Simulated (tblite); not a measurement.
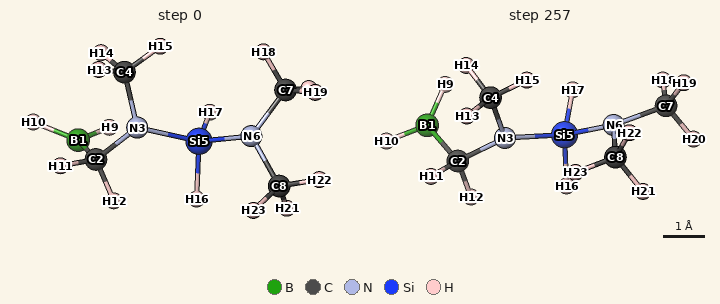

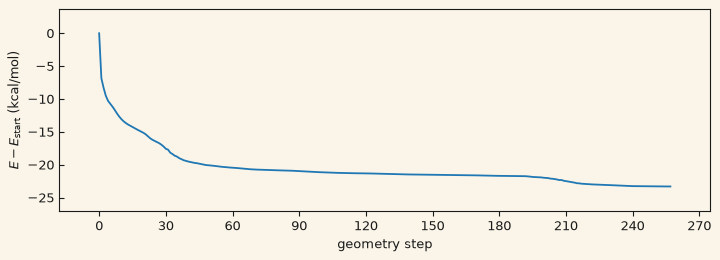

First and last geometry of a relaxation of C₄H₁₅BN₂Si, with the history of the run. The picture is a ball-and-stick view, seen at a tilt.

Level of theory: GFN2-xTB geometry optimisation, gas phase in tblite. 

**What do the curves and the structures tell?**

It converged. The atom that moves furthest after the best rigid fit is H18 (2.09 Å). Largest moves by element: H 2.09 Å, C 1.13 Å, N 0.47 Å, B 0.46 Å, Si 0.43 Å. Some distances before and after: Si5–N6 1.771 → 1.721 Å, B1–H10 1.212 → 1.169 Å, C4–H13 1.138 → 1.096 Å, N3–Si5 1.755 → 1.715 Å. Among the angles between lasting bonds that change: C2–N3–Si5 108.6° → 119.4°, N6–Si5–H16 105.8° → 116.4°, N6–Si5–H17 113.6° → 103.9°. Groups turn about Si5–N6 by about 65°, B1–C2 by about 50°, N6–C8 by about 45°. After 257 geometry steps the energy has fallen by 23.3 kcal/mol. Cost: 1.9 s on 1 thread of Arm Neoverse V2, on a shared host.
